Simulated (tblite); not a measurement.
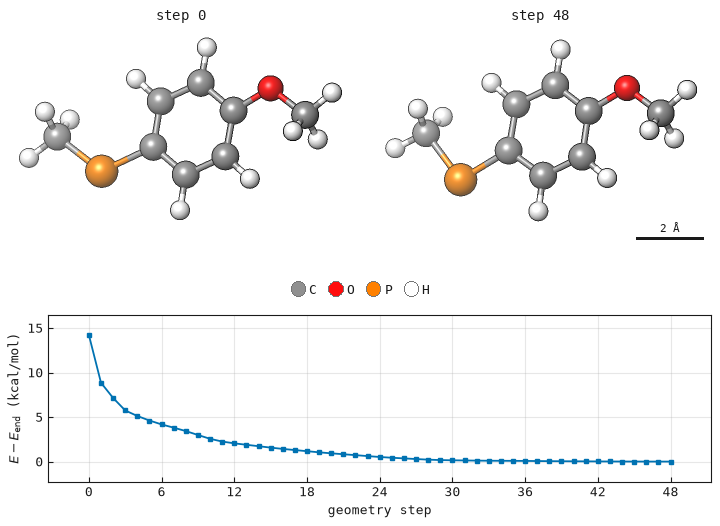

First and last geometry of a relaxation of C$_{8}$H$_{10}$OP (charge −1), with the history of the run. A ball-and-stick model, seen at a tilt.

All numbers below come from tblite 0.8.0, GFN2-xTB geometry optimisation, gas phase. 

Q: Read the history and describe the run.

A: It converged. The largest moves after the best rigid fit, 0.47 Å, are those of H atoms. Largest moves by element: H 0.47 Å, C 0.33 Å, P 0.26 Å, O 0.09 Å. Among the contacts that change: C–P 1.816 → 1.767 Å, C–O 1.358 → 1.406 Å, C–O 1.439 → 1.393 Å, C–C 1.401 → 1.376 Å. Bond angles that change, for instance: C–P–C 121.7° → 101.2°, C–C–P 120.6° → 126.9°, C–C–C 120.1° → 115.8°. The energy falls by 14.2 kcal/mol in 48 geometry steps.

```csv
step,"E − E(0), kcal/mol"
0,0.00
1,-5.36
2,-7.07
3,-8.47
4,-9.10
5,-9.60
6,-10.04
7,-10.41
8,-10.79
9,-11.23
10,-11.66
12,-12.17
14,-12.49
16,-12.79
18,-13.05
20,-13.29
22,-13.49
24,-13.70
26,-13.86
28,-14.00
30,-14.07
32,-14.11
34,-14.13
36,-14.14
38,-14.17
40,-14.18
42,-14.20
44,-14.21
46,-14.21
48,-14.22
```
